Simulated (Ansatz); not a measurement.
```
atom    x (Å)    y (Å)    z (Å)
  Ta   0.0345  -0.0313   0.0078
   O   1.1911  -1.5855   0.1009
   O   1.7774  -0.4006   0.7773
   O  -0.2423   0.5402  -1.7838
   O  -1.6144  -0.3184   0.9087
   H   0.4548   1.5387   0.7226
   H  -1.9071  -0.5631   1.8026
   H   0.3059   0.8199  -2.5361
```

Geometry: PBE-D4/def2-SVP; core potentials replace the inner electrons of Ta; not at a stationary point (largest force 1.2 eV/Å).

Level of theory: Ansatz 0.2.0, RKS PBE0-D4/def2-TZVP.

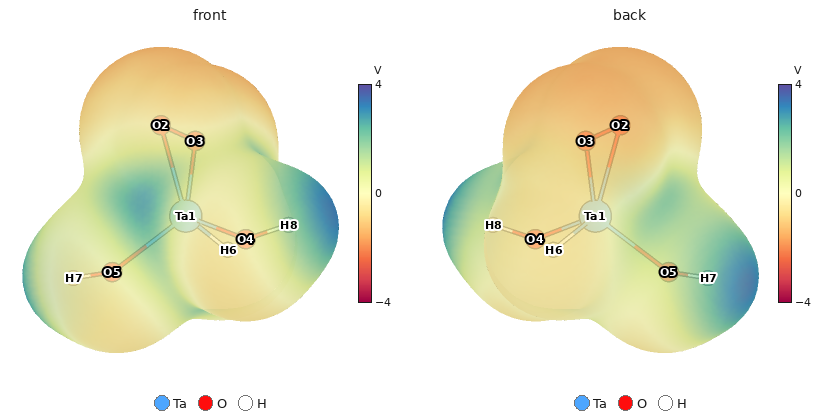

H₃O₄Ta. The molecular electrostatic potential painted on the density surface at 0.002 e/bohr³, seen from the front and from behind; the colour scale runs from red (negative) to blue (positive).

> Where is the surface potential most negative and most positive?

The most negative region (about −1.5 V) lies over O2 and O3, the most positive (about +3.4 V) over H7 and H8.
